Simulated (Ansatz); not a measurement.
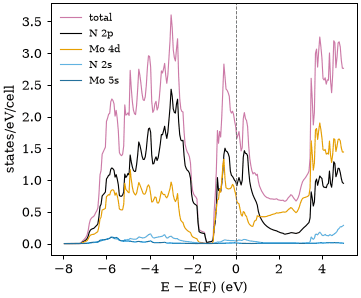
Figure. Total and projected density of states of MoN$_{2}$ in space group R3m (No. 160; Mo on 3a, N on 3a, N on 3a), the program Ansatz at the PBE+D3(BJ) level (PAW)

### Question
Which orbitals carry the states next to the Fermi level?

### Answer
Within 0.5 eV of the Fermi level: N 2p 60 %, Mo 4d 36 %. Projections are on Löwdin-orthogonalised atomic valence shells; empty p or d shells of many metals are not among them.

### Question
Where is the tallest occupied peak in this window, and what makes it?

### Answer
Near -3.0 eV, about 3.6 states/eV per cell; the largest projected share is N 2p.

The start of the workflow was typed in or built on a structure type; neither database checked (COD, Materials Project) lists it. Its standing as an ambient phase is unchecked. Symmetry was held in the PBE+D3(BJ) relaxation; its stability against distortions is not shown here. The final state is ferromagnetic, the only order run, not a proven ground state. The cell computed holds one magnetic atom, so no antiferromagnetic order was within reach. Its formation energy is positive at this level, so the cell may be metastable or incomplete. No Hubbard U is applied. Spin–orbit coupling is left out wherever it is not named.

Potentials: the earlier of the program's two PAW sets.
